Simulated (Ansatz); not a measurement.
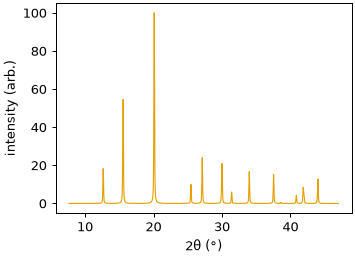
Simulated powder pattern, Mo Kα, λ = 0.71073 Å

The pattern belongs to a structure relaxed with plane-wave PAW PBE (Ansatz code).

Which compound is it?
A) TiC, rock salt
B) TiB2, P6/mmm (Ti on 1a, B on 2d)
C) TiSi2, Cmcm (Ti on 4c, Si on 4c, Si on 4c)
D) ZrB2, P6/mmm (Zr on 1a, B on 2d)

B, TiB2, P6/mmm (Ti on 1a, B on 2d)

Symmetry was held in the PBE relaxation; phonons on a q-mesh show no instability. The run is not spin-polarised.

Potentials: the later of the program's two PAW sets.
